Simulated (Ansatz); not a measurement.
# CH₄NSi (charge −1): what the fields show

```xyz
7

N    -0.9373   -2.0476    0.2211
C    -1.4203   -3.1240    0.3331
Si    0.4626    1.0218   -0.1080
H    -0.4962   -1.0719    0.1182
H     0.9264    1.5336   -1.5055
H    -0.3148    2.3115    0.2943
H     1.7795    1.3767    0.6467
```

At this geometry the atoms fall into two loosely joined parts.

Level of theory: RKS B3LYP/6-31G (Ansatz).

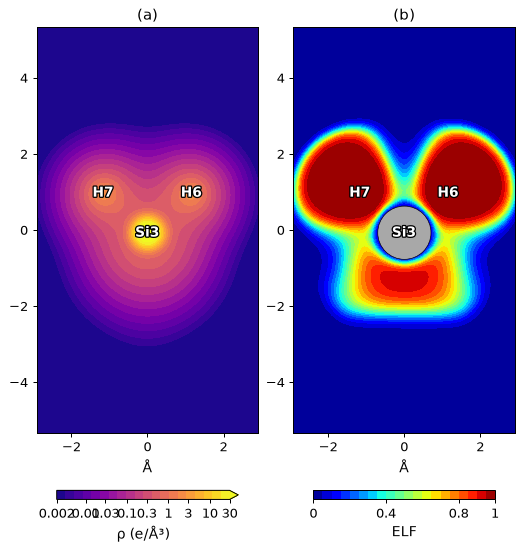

Figure 1. (a) total electron density; (b) electron localisation function on the plane of atoms H6, Si3 and H7. Grey discs cover the atomic cores in the ELF map.

**Read the bonding off the picture.**

- Atoms in the plane: Si and H.
- Si–H (1.56 Å): ρ is about 0.56 e/Å³ halfway; the ELF climbs to about 1 towards the hydrogen, as it does in any bond to H.
- The ELF also peaks beside Si3, away from the bonds: lone-pair regions.

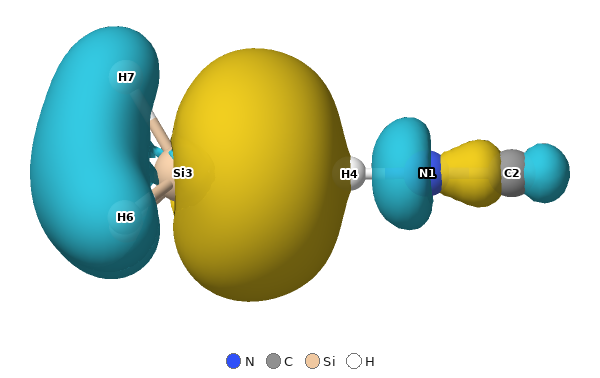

Figure 2. The HOMO at ±0.08 Å⁻³ᐟ² (yellow and cyan are the two phases), seen from one side.

**What is the character of this orbital?**

It lies mainly on Si3 (about 70 %) and H4 (about 10 %). Its energy is −0.44 eV.

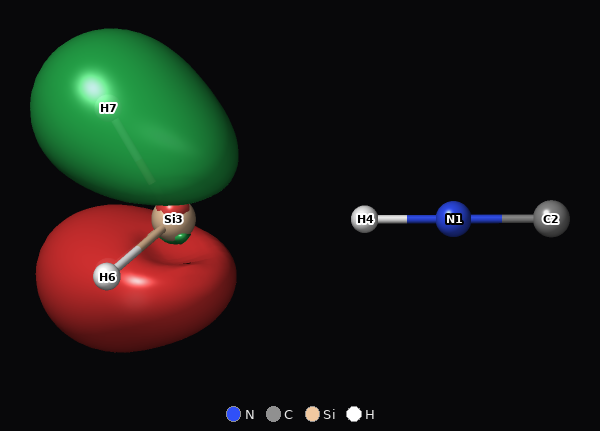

Figure 3. The HOMO−1 at ±0.15 Å⁻³ᐟ² (green and red are the two phases), seen from one side.

**What is the character of this orbital?**

Its weight (Hirshfeld) is mainly on Si3 (about 40 %), H5 (about 30 %) and H7 (about 30 %). It is one of a degenerate set, so its orientation is arbitrary. Its energy is −3.34 eV.
